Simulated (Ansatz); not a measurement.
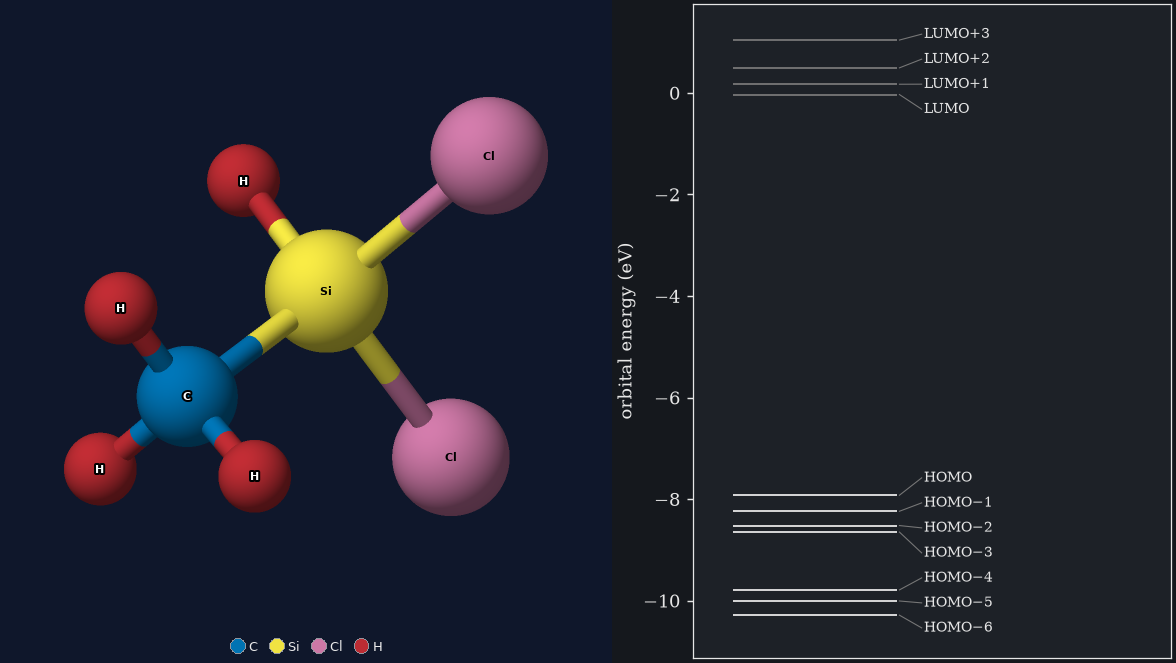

CH₄Cl₂Si, SMILES C[SiH](Cl)Cl. Kohn-Sham orbital energies near the frontier, B97M-V/def2-TZVPP in the Ansatz code 0.2.0, at a PBE0-D4/def2-TZVP geometry (a minimum by its frequencies), isolated molecule; empty levels in grey, levels within 0.03 eV side by side.

### Where do the frontier orbitals lie?

HOMO at −7.92 eV, LUMO at −0.03 eV, 7.89 eV apart.

### How far below the HOMO does the next level lie?

0.32 eV.

Known limits of this run: empty levels above zero depend strongly on the basis.
